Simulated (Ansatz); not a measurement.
# Ga3SbP2: what the fields show

The calculation's input:

```
crystal:
  lattice:
    - [4.0166115623, 0.0, 0.0]
    - [-2.0083057811, 3.4784876501, 0.0]
    - [0.0, 0.0, 9.8605610225]
  atoms:
    - { symbol: P, position: [0.0, 0.0, 0.0093620496] }
    - { symbol: P, position: [0.3333333333, 0.6666666667, 0.323474389] }
    - { symbol: Sb, position: [0.6666666667, 0.3333333333, 0.6652396483] }
    - { symbol: Ga, position: [0.3333333333, 0.6666666667, 0.0832219625] }
    - { symbol: Ga, position: [0.6666666667, 0.3333333333, 0.3974918175] }
    - { symbol: Ga, position: [0.0, 0.0, 0.7712101329] }
kpoints:
  mp_grid: { grid: [12, 12, 4] }
  band_path:
    path:
      - [0.0, 0.0, 0.0]
      - [0.5, 0.0, 0.0]
      - [0.3333333333, 0.3333333333, 0.0]
      - [0.0, 0.0, 0.5]
      - [0.5, 0.0, 0.5]
      - [0.3333333333, 0.3333333333, 0.5]
      - [0.0, 0.0, 0.15]
    npoints: 1
hamiltonian:
  xc: pbe
scf:
  occupations: { method: fermi_dirac, width: 0.02 }
  n_extra_bands: 10
magnetization:
  noncollinear: true
  spin_orbit: true
output:
  forces: true
  stress: true
  eigenvalues: true
  write_density: true
  write_potential: true
  elf: true
  volumetric_format: npy
```

Below, planes, directions and counts refer to the conventional cell (a = 4.02 Å, b = 4.02 Å, c = 9.86 Å, α = 90.00°, β = 90.00°, γ = 120.00°).

Space group P3m1; started from the ordered alloy on zincblende lattice prototype, which need not be the ambient phase; computed pressure about 2 GPa in this cell.

These are results of Ansatz, DFT, PBE with spin-orbit coupling, plane waves, PAW, not measurements.

In a PAW calculation such maps are meaningful between the atoms, not at the nuclei.

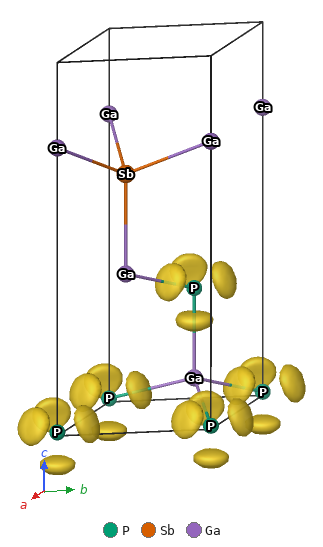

Figure 1. Isosurface of the electron localisation function at 0.85 (yellow), seen slightly off an axis. Core shells and regions of very low density are left out. Sticks mark near contacts.

> What do the ELF domains correspond to?

The ELF exceeds this value in eight lobes of the valence shell of P pointing towards Ga (polar bonds), counted in one cell of 6 atoms. Regions shared between cells count once. Along the contacts the grid gives the following. Ga–P (2.35 Å): the ELF peaks at about 0.90 in the valence shell of P, 0.7 Å from its nucleus, and is about 0.75 at the midpoint. Ga–Sb (2.54 Å): the ELF peaks at about 0.70 between the atoms.

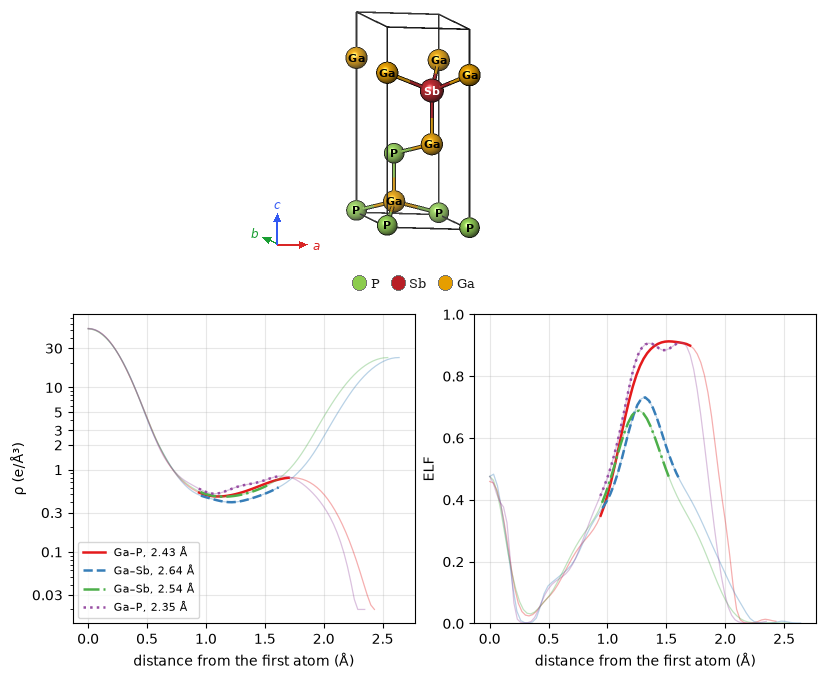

Figure 2. Valence electron density and ELF along straight lines between neighbouring atoms. Thin, pale parts lie inside the atomic spheres. The structure is drawn too.

> Compare the contacts.

Ga–P (2.43 Å): the density is about 0.49 e/Å³ at the midpoint; the ELF peaks at about 0.90 in the valence shell of P, 0.9 Å from its nucleus, and is about 0.75 at the midpoint.
Ga–Sb (2.64 Å): the density is about 0.42 e/Å³ at the midpoint; the ELF peaks at about 0.75 between the atoms.
Ga–Sb (2.54 Å): ρ at the midpoint is about 0.49 e/Å³; the ELF peaks at about 0.70 between the atoms.
Ga–P (2.35 Å): ρ is about 0.55 e/Å³ halfway; the ELF peaks at about 0.90 in the valence shell of P, 0.7 Å from its nucleus, and is about 0.75 at the midpoint.
